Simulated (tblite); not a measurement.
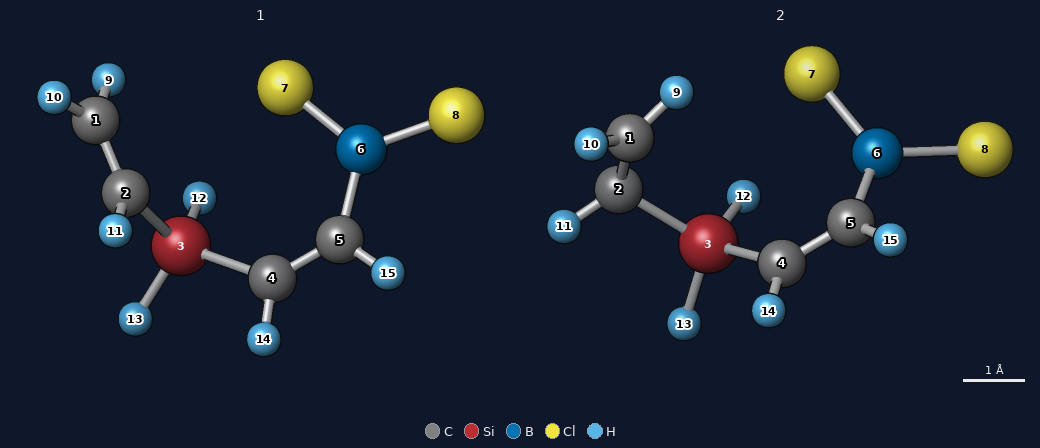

Two geometries of C$_{4}$H$_{7}$BCl$_{2}$Si (charge +1, multiplicity 2), drawn at one scale. One is the start of a relaxation, the other its converged end. Style: ball-and-stick. Shown at a tilt.

Method: GFN2-xTB geometry optimisation, gas phase (tblite 0.8.0). 

Which of the two is the end point?

Answer. Structure 1 is the relaxed one. The atom that moves furthest after the best rigid fit is H11 (2.01 Å). By element the largest moves are H 2.01 Å, Cl 1.16 Å, C 0.93 Å, B 0.44 Å, Si 0.15 Å. Near-neighbour distances that change, for instance: C1–C2 1.486 → 1.314 Å, B6–Cl8 1.837 → 1.696 Å, Si3–Cl7 3.315 → 3.196 Å, Si3–C4 1.821 → 1.933 Å. Among the angles between lasting bonds that change: C2–Si3–C4 114.9° → 95.4°, C2–Si3–H12 106.9° → 117.5°, C1–C2–H11 112.8° → 122.5°. Groups turn about C5–B6 by about 30°, Si3–C4 by about 20°. The energy falls by 159.3 kJ/mol in 175 geometry steps. Cost: 1.5 s on 1 thread of Arm Neoverse V2, with other jobs on the host.
